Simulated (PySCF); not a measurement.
# C5H10AlClO: what the fields show

| atom | x (Å) | y (Å) | z (Å) |
| --- | --- | --- | --- |
| C | 1.7032 | 1.8490 | -0.0597 |
| C | 1.2392 | 0.8798 | -0.8283 |
| C | 0.7670 | -0.4112 | -0.2793 |
| C | 1.5467 | -1.4753 | -0.1681 |
| O | -0.5589 | -0.3538 | 0.1057 |
| C | -1.0833 | -1.4755 | 0.7918 |
| Al | -1.9988 | 0.9275 | -0.1382 |
| Cl | -1.5392 | 2.5779 | -1.2427 |
| H | 1.7555 | 1.7468 | 1.0121 |
| H | 2.0420 | 2.7828 | -0.4726 |
| H | 1.1889 | 0.9845 | -1.9040 |
| H | 1.2290 | -2.4222 | 0.2271 |
| H | 2.5677 | -1.4130 | -0.4960 |
| H | -0.4982 | -1.6798 | 1.6908 |
| H | -2.1017 | -1.1993 | 1.0667 |
| H | -1.1048 | -2.3542 | 0.1446 |
| H | -2.9443 | -0.1001 | -0.8472 |
| H | -2.2100 | 1.1360 | 1.3971 |

Geometry: GFN2-xTB.

All numbers below come from revPBE/pcSseg-1, SCF density, gas phase, non-relativistic in PySCF 2.14.0.

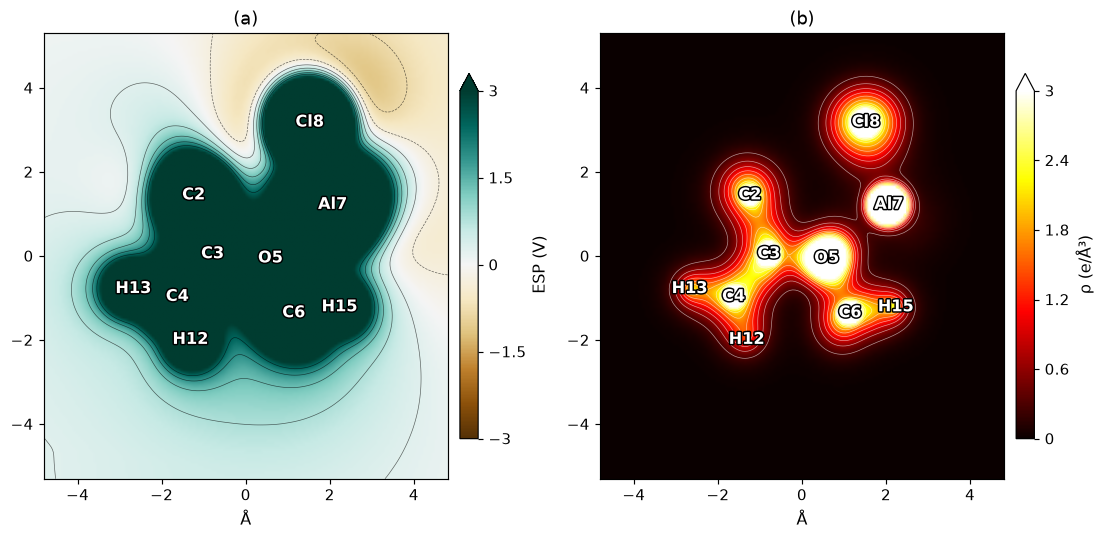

Figure 1. (a) electrostatic potential; (b) electron density on the plane of atoms C3, O5 and C6.

**What does the map show?**

The plane passes through C, O, Al, Cl and H nuclei.
C–C (1.32 Å): the density is about 2.3 e/Å³ at the midpoint.
C–O (1.38 Å): the density is about 2.1 e/Å³ at the midpoint, with its minimum of 1.8 e/Å³ about 0.5 Å from C.
Al–O (1.94 Å): ρ at the midpoint is about 0.45 e/Å³.
Al–Cl (2.04 Å): ρ is about 0.8 e/Å³ halfway.
C–H (1.07 Å): ρ is about 2 e/Å³ halfway.
Outside the dense part of the molecule the potential is most negative (−1.1 V) near Cl8.

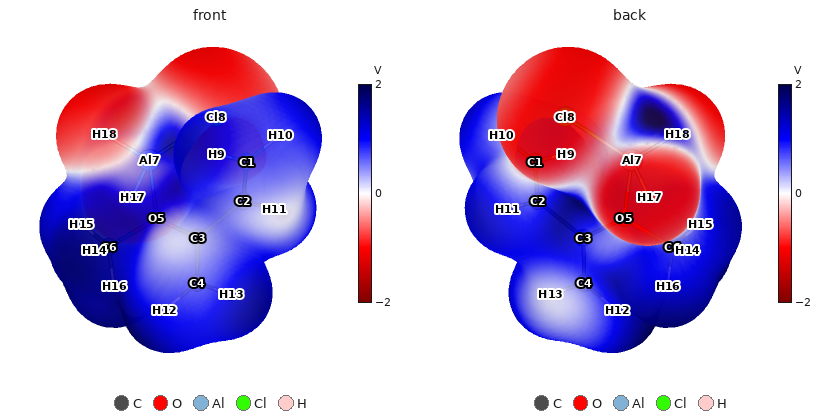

Figure 2. The molecular electrostatic potential painted on the density surface at 0.004 e/bohr³, seen from the front and from behind; the colour scale runs from red (negative) to blue (positive).

**Which sites attract a positive test charge, and which a negative one?**

A positive charge is drawn to the negative regions and a negative charge to the positive ones. The most negative region (about −1.2 V, or −28 kcal/mol for a unit charge) lies over Cl8, H17 and H18, the most positive (about +1.9 V, or +44 kcal/mol for a unit charge) over C6, Al7 and H12.
